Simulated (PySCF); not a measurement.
Consider C$_{3}$H$_{6}$BCl$_{2}$Si (SMILES [H]/[C]=C\[SiH2]CB(Cl)Cl) (doublet).

```xyz
13

C    -3.0671    0.4053    0.2022
C    -1.9266    0.1434    0.7345
Si   -0.4044   -0.6410   -0.1530
C     1.0512    0.5588    0.2448
B     2.3488    0.0325   -0.4289
Cl    3.3683   -1.1096    0.3719
Cl    2.7533    0.4740   -2.0493
H    -3.5136    0.3202   -0.7628
H    -1.7453    0.3442    1.7848
H    -0.6253   -0.7220   -1.5965
H    -0.1429   -1.9632    0.4226
H     0.7629    1.5446   -0.1171
H     1.1363    0.6133    1.3291
```

Geometry: GFN2-xTB.

Computed with UKS B3LYP, pcH-1 on B C Cl H Si, non-relativistic, mean-field spin-orbit, GIAO in PySCF 2.14.0, density-fitted response routines.

> Predict the electron density, electron localisation function and spin density between the atoms.

C–B (1.55 Å): ρ is about 1.4 e/Å³ halfway; the ELF peaks at about 0.95 between the atoms (a shared electron pair).
B–Cl (1.73 Å): ρ is about 1.4 e/Å³ halfway; the ELF peaks at about 0.90 between the atoms; a shared but strongly polarised pair.
The unpaired spin (1 electron) lies mostly on C1 (about 0.8), in electrons by Hirshfeld's partition.

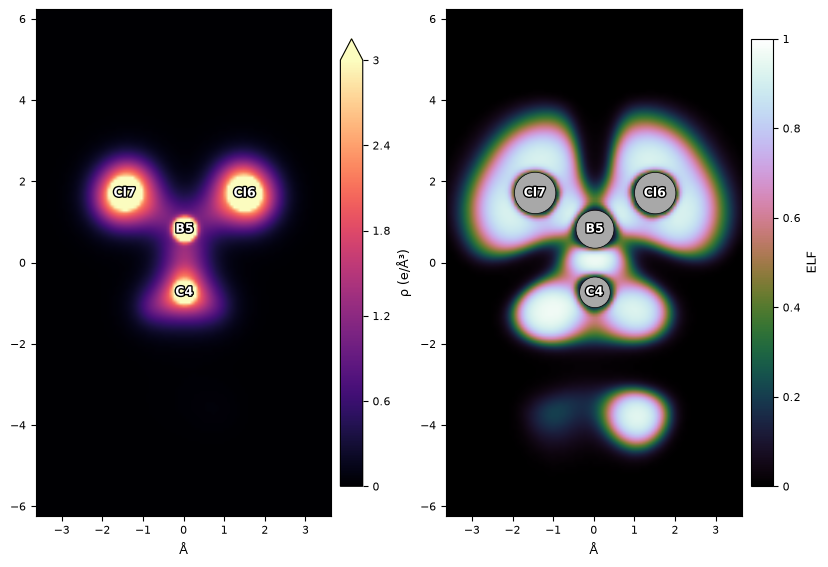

Computed electron density and electron localisation function on the plane of atoms C4, B5 and Cl6, in this order. Grey discs cover the atomic cores in the ELF map. 
